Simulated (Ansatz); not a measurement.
Frequency calculation, with input and output: GeH4ClOF

GeH4ClOF, computed with RKS BHLYP-D4/def2-SVP (Ansatz 0.2.0).

It belongs to a series of runs on one base structure; here: vibrations at the highest image of the band.

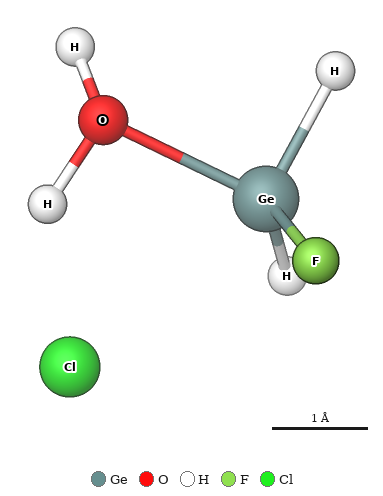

The structure (ball-and-stick view, seen on its broad side). Sticks mark near contacts. Bond lengths as drawn: F–Ge 1.71 Å, Ge–H 1.51 to 1.53 Å, Ge–O 1.92 Å and H–O 0.96 to 1.06 Å.

Key numbers

```tsv
quantity	value
outcome	converged
total energy	−73853.4215 eV
mean-field energy	−73853.2220 eV
largest force (length of the vector)	0.004 eV/Å
hardware	2 threads of Arm Neoverse V2, 24 GiB of memory available, shared host
wall time	67 s (CPU time 2.1 min)
peak memory	0.21 GiB
```

Input file
```yaml
crystal:
  periodic: [false, false, false]
  atoms:
    - { symbol: Ge, position_ang: [0.048089, -0.118639, -0.054614] }
    - { symbol: O, position_ang: [-0.01452, -0.170118, 1.866046] }
    - { symbol: H, position_ang: [-0.811345, 0.005288, 2.372345] }
    - { symbol: F, position_ang: [1.60402, 0.405919, -0.532841] }
    - { symbol: H, position_ang: [-0.774583, 1.174614, -0.124116] }
    - { symbol: H, position_ang: [-0.600667, -1.241442, -0.830048] }
    - { symbol: Cl, position_ang: [1.298673, -2.28169, 1.026397] }
    - { symbol: H, position_ang: [0.473632, -1.105435, 1.991329] }
basis:
  gaussian: { orbitals: def2-SVP }
hamiltonian:
  xc: { name: BHLYP }
  dispersion: d4
phonons: {}
```

Command:
```bash
ansatz run input.yaml --threads 2 --pin off --max-ram 3072MiB --backend cpu --events-out ev --progress --plain --runs-dir out
```

What the program printed
```
Engine: ansatz 0.2.0, aarch64-unknown-linux-gnu
Functional definition: BHLYP
  parameter a = 0.5
  exchange = (1 - a)*b88_x + a*exact_x
  correlation = lyp_c
1009 factors; integrals over basis functions are off by at most 3.6e-4 eV
mean field evaluation 1: about -73849.7252 eV, gradient 4.5e1 eV
mean field evaluation 2: about -73849.0458 eV, gradient 5.2e1 eV
mean field evaluation 4: about -73853.1915 eV, gradient 1.1e0 eV
mean field evaluation 8: about -73853.2219 eV, gradient 3.8e-2 eV
mean field -73853.22186635 eV, -2714.0558440766 hartree, gradient 8.9e-5 eV, S^2 0.000000; 0 other end points of the search recorded, 0 dependent functions left out
the calculation of the forces begins
reference -73853.22201750 eV, -2714.0558496312 hartree; 35, 35 occupied and 63, 63 virtual orbitals, 1009 factors
these checks for a lower state are left out or cut short: stability, starts, cluster_reference, orbital_swaps, neighbouring_geometries, increment
1009 factors; integrals over basis functions are off by at most 3.6e-4 eV
mean field evaluation 16: about -73853.1936 eV, gradient 3.1e-1 eV
mean field -73853.22172017 eV, -2714.0558387045 hartree, gradient 2.4e-6 eV, S^2 0.000000; 0 other end points of the search recorded, 0 dependent functions left out
[... from here on the field's lines of each further geometry are left out, up to the last ...]
the calculation of the forces begins
reference -73853.22200045 eV, -2714.0558490046 hartree; 35, 35 occupied and 63, 63 virtual orbitals, 1009 factors
these checks for a lower state are left out or cut short: stability, starts, cluster_reference, orbital_swaps, neighbouring_geometries, increment
1009 factors; integrals over basis functions are off by at most 3.6e-4 eV
mean field -73853.22183795 eV, -2714.0558430330 hartree, gradient 1.9e-6 eV, S^2 0.000000; 0 other end points of the search recorded, 0 dependent functions left out
the calculation of the forces begins
reference -73853.22198911 eV, -2714.0558485880 hartree; 35, 35 occupied and 63, 63 virtual orbitals, 1009 factors
WARN: phonons: modes at or below zero, which the zero-point energy, F, S and C_V leave out: 1, the lowest at -263.79 cm⁻¹. A minimum has none, and a first-order saddle one
Total energy: -73853.42145758 eV, -2714.0631789189 hartree
Atom 0 at     0.048089    -0.118639    -0.054614 Å, force    -0.001246    -0.000717     0.002458 eV/Å
Atom 1 at    -0.014520    -0.170118     1.866046 Å, force    -0.001671    -0.001922    -0.002455 eV/Å
Atom 2 at    -0.811345     0.005288     2.372345 Å, force     0.000903     0.001102     0.000732 eV/Å
Atom 3 at     1.604020     0.405919    -0.532841 Å, force     0.001774     0.000556    -0.000566 eV/Å
Atom 4 at    -0.774583     1.174614    -0.124116 Å, force     0.000082    -0.000072     0.000381 eV/Å
Atom 5 at    -0.600667    -1.241442    -0.830048 Å, force     0.000352    -0.000389    -0.000016 eV/Å
Atom 6 at     1.298673    -2.281690     1.026397 Å, force     0.000465    -0.000579    -0.001339 eV/Å
Atom 7 at     0.473632    -1.105435     1.991329 Å, force    -0.000660     0.002021     0.000805 eV/Å
Dipole moment:    -1.114554     0.539768     0.306998 e Å
Vibrations: -263.79 110.48 184.91 280.51 386.49 437.26 589.92 631.82 739.13 777.71 867.65 941.15 1046.06 1244.01 2209.55 2266.66 2302.57 3942.13 cm⁻¹, zero-point energy 1.175247 eV
```

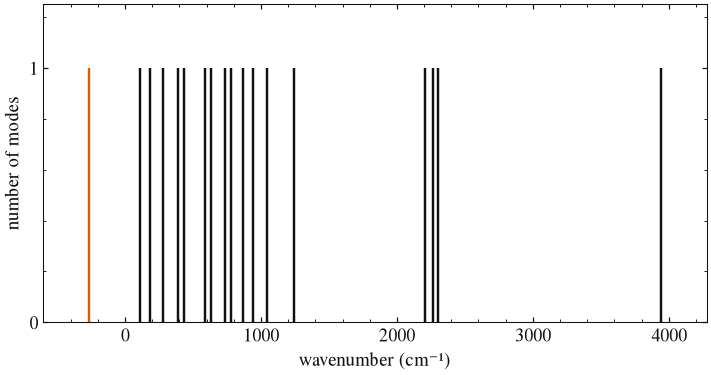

Harmonic vibrational wavenumbers from the force constants; neighbouring modes closer than 19 cm⁻¹ are counted in one stick, and imaginary ones are drawn at negative wavenumbers. 18 modes from 264i to 3942 cm⁻¹, 1 imaginary beyond 8i (264i cm⁻¹): a first-order saddle point, if the geometry is stationary.
